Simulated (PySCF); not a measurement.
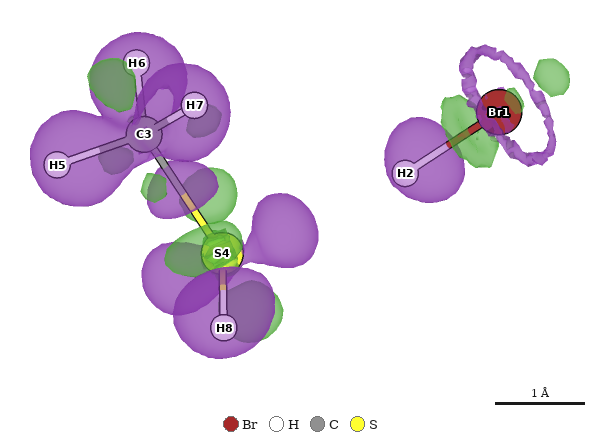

Figure. CH$_{5}$BrS, SMILES `Br.CS`. Deformation density (molecule less spherical, spin-averaged free atoms at the same positions), surfaces at ±0.09 e/Å³; purple: gain, green: loss.

Computed with PySCF, B3LYP/def2-SVPD, geometry: GFN2-xTB. The pair's geometry is semi-empirical, so its contact may be too short or too long. GFN2-xTB bond lengths at metals and heavier atoms can be off by up to 0.1 Å and shapes distorted, which carries into these values.

Input

```python
import numpy as np
from pyscf import gto, scf, dft
from pyscf.scf import atom_ks, atom_hf
from scipy.linalg import block_diag

def solve(mol, dm0=None, hcore=None):
    mf = (dft.UKS if mol.spin else dft.RKS)(mol, xc='b3lyp')
    mf.grids.level = 3
    mf = mf.density_fit(auxbasis='def2-universal-jkfit')
    mf.conv_tol, mf.max_cycle = 1e-8, 80
    if hcore is not None:
        mf.get_hcore = lambda *args: hcore
    mf.kernel(dm0)
    if not mf.converged:
        mf = mf.newton().run(mf.mo_coeff, mf.mo_occ, max_cycle=30)
    assert mf.converged, 'SCF not converged'
    return mf

mol = gto.M(atom='''
Br     1.57758     0.03252     0.00410
H      0.25867    -0.45775    -0.19039
C     -2.30880     1.11974     0.01366
S     -2.02891    -0.67956    -0.08189
H     -3.28199     1.30915     0.45457
H     -2.28542     1.48765    -1.00706
H     -1.52009     1.58487     0.59685
H     -2.07122    -0.90752     1.23065
''', basis='def2-svpd', charge=0, spin=0, verbose=4)
mf = solve(mol)
mf.analyze()
# spherically averaged free atoms, for the promolecule
atm = atom_ks.get_atm_nrks(mol, xc='b3lyp')
pro = block_diag(*[(atm[a[0]][2] * atm[a[0]][3]) @ atm[a[0]][2].T for a in mol._atom])
np.savez('result.npz', e=mf.e_tot, c=mf.mo_coeff, occ=mf.mo_occ, eps=mf.mo_energy, pro=pro, dip=mf.dip_moment(verbose=0), s2=mf.spin_square()[0])
```

Run with:

```sh
OMP_NUM_THREADS=1 python input.py
```

The run took 12 s on 1 thread of AMD EPYC 7R43 64-Core Processor (Zen 3), on a shared host, peak memory 0.5 GiB.

Partitions, critical points and surface values were worked out afterwards from this run's density.

**How much density has each bond gained at its critical point, relative to the free atoms?**

C3–H7: +0.72 e/Å³ at the bond critical point (bond length 1.09 Å). C3–H5: +0.71 e/Å³ at the bond critical point (bond length 1.08 Å). C3–H6: +0.71 e/Å³ at the bond critical point (bond length 1.08 Å). Br1–H2: +0.34 e/Å³ at the bond critical point (bond length 1.42 Å). C3–S4: +0.25 e/Å³ at the bond critical point (bond length 1.82 Å). S4–H8: +0.17 e/Å³ at the bond critical point (bond length 1.33 Å). In all, 1.7 electrons gather in the regions of gain relative to the promolecule.

**Where do the Hirshfeld charges lie?**

The highest Hirshfeld charge is on H6 (+0.06 e), the lowest on Br1 (−0.14 e).
